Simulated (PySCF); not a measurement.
NMR shielding calculation of C2H7ClSi2

The run: NMR shielding calculation of C2H7ClSi2. Method and program: GIAO B97-2/pcSseg-2 NMR shielding, non-relativistic, gas phase (PySCF 2.14.0).

The geometry comes from this level: PBE0-D3(BJ)/def2-SVP. It belongs to a series of runs on one base structure; here: constitutional isomer. Figures and captions count atoms from 1; the log counts them from 0 in places.

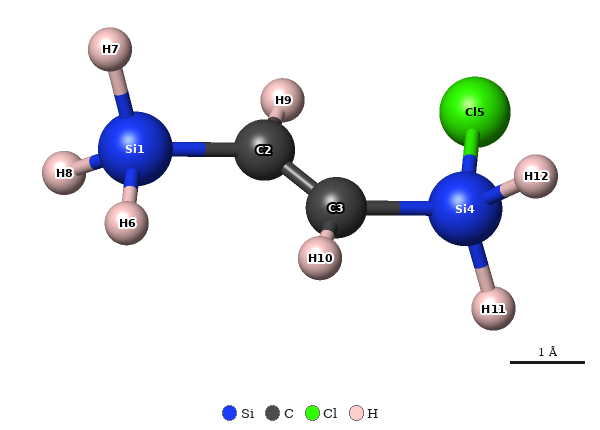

Fig. 1: The input geometry (ball-and-stick view, seen at a tilt; atoms are numbered from 1 in the order of the input). Bond lengths as drawn: Cl–Si 2.07 Å, C–C 1.34 Å, C–H 1.10 Å, C–Si 1.87 Å and H–Si 1.49 to 1.50 Å.

**Key numbers**

- outcome: converged
- total energy: −1119.744468 hartree
- HOMO: −8.00 eV
- LUMO: −1.28 eV
- dipole moment: 1.46 D
- isotropic shielding, Si: 370.0 to 412.3 ppm
- isotropic shielding, C: 25.1 to 29.4 ppm
- isotropic shielding, Cl: 1010.0 ppm
- isotropic shielding, H: 23.9 to 27.3 ppm
- hardware: 1 CPU thread, shared host
- wall time: 77 s
- peak memory: 1.3 GiB

**Input**
```
{"job": {"kind": "nmr", "xc": "B97-2", "basis": "pcSseg-2", "pop": false}, "charge": 0, "multiplicity": 1}
Si    -0.680540    -1.002316    -1.800552
C      1.172837    -1.187032    -2.013199
C      2.076824    -0.857188    -1.075488
Si     3.922847    -1.031430    -1.283654
Cl     4.313058    -1.879694    -3.135228
H     -0.964911    -0.474542    -0.432014
H     -1.231457    -0.060806    -2.823445
H     -1.361172    -2.321682    -1.978983
H      1.547650    -1.588620    -2.966140
H      1.726034    -0.453979    -0.112879
H      4.501758    -1.915470    -0.232446
H      4.598683     0.296305    -1.225759
```

The first line tells a small driver script what to run in PySCF; the rest is the geometry in Å.

Launched with:
```bash
OMP_NUM_THREADS=1 python <driver script> task.json out
```

**Log**
```
coarse grid: 11384 points
cycle   1  E = -1119.7055045205  dE =  9.959e-02  |g| = 3.709e-01  |ddm| = 2.535e+00
cycle   2  E = -1119.6934129625  dE =  1.209e-02  |g| = 4.265e-01  |ddm| = 6.740e-01
cycle   3  E = -1119.7401189517  dE = -4.671e-02  |g| = 5.169e-02  |ddm| = 3.915e-01
cycle   4  E = -1119.7403870117  dE = -2.681e-04  |g| = 4.268e-02  |ddm| = 6.593e-02
cycle   5  E = -1119.7408455591  dE = -4.585e-04  |g| = 7.942e-03  |ddm| = 3.010e-02
cycle   6  E = -1119.7408608384  dE = -1.528e-05  |g| = 2.433e-03  |ddm| = 8.007e-03
cycle   7  E = -1119.7408621556  dE = -1.317e-06  |g| = 5.364e-04  |ddm| = 2.535e-03
final grid: 95624 points
cycle   8  E = -1119.7444631980  dE = -6.470e-05  |g| = 7.785e-03  |ddm| = 3.679e-02
cycle   9  E = -1119.7444632751  dE = -7.705e-08  |g| = 5.387e-03  |ddm| = 8.666e-03
cycle  10  E = -1119.7444678378  dE = -4.563e-06  |g| = 1.407e-03  |ddm| = 6.010e-03
cycle  11  E = -1119.7444682849  dE = -4.471e-07  |g| = 4.590e-04  |ddm| = 1.518e-03
cycle  12  E = -1119.7444683399  dE = -5.499e-08  |g| = 8.492e-05  |ddm| = 3.425e-04
cycle  13  E = -1119.7444683414  dE = -1.513e-09  |g| = 2.385e-05  |ddm| = 6.867e-05
cycle  14  E = -1119.7444683415  dE = -1.394e-10  |g| = 3.314e-06  |ddm| = 2.311e-05
```

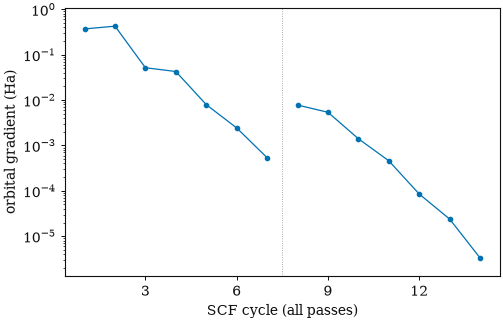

Fig. 2: Convergence of the self-consistent field: orbital gradient against the SCF cycle. The dotted line marks the change from a coarse to the final integration grid. The first 7 cycles use a coarse grid, the final grid takes over at cycle 8, and the field converges after 14 cycles in all.

```
converged SCF energy = -1119.7444683415

GIAO shielding tensors (ppm)
atom      isotropic    diamagn.    paramagn.     s11        s22        s33       span
  0 Si     412.253     880.246    -467.992    363.345    414.221    459.194     95.849
  1 C       25.070     254.672    -229.601   -106.924     -0.444    182.579    289.502
  2 C       29.358     256.920    -227.562    -92.596     25.061    155.609    248.205
  3 Si     370.024     873.023    -503.000    317.134    361.956    430.981    113.847
  4 Cl    1010.032    1146.083    -136.051    992.543   1007.725   1029.828     37.284
  5 H       27.321      31.974      -4.653     24.511     26.399     31.054      6.543
  6 H       27.075      29.764      -2.689     24.436     25.391     31.399      6.963
  7 H       27.076      29.380      -2.304     24.400     25.437     31.390      6.990
  8 H       23.904      29.371      -5.467     18.925     22.442     30.346     11.421
  9 H       24.316      36.595     -12.280     21.312     24.129     27.506      6.194
 10 H       26.187      26.377      -0.191     22.503     24.615     31.442      8.939
 11 H       26.175      26.816      -0.641     22.544     24.592     31.388      8.844
```

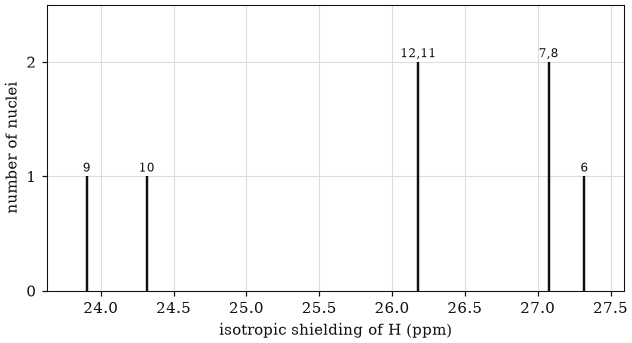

Fig. 3: Isotropic shieldings of the hydrogen nuclei in this fixed geometry, labelled by atom number; shielding grows to the right, so chemical shift grows to the left. The least shielded is H9 (23.9 ppm), the most shielded H6 (27.3 ppm).
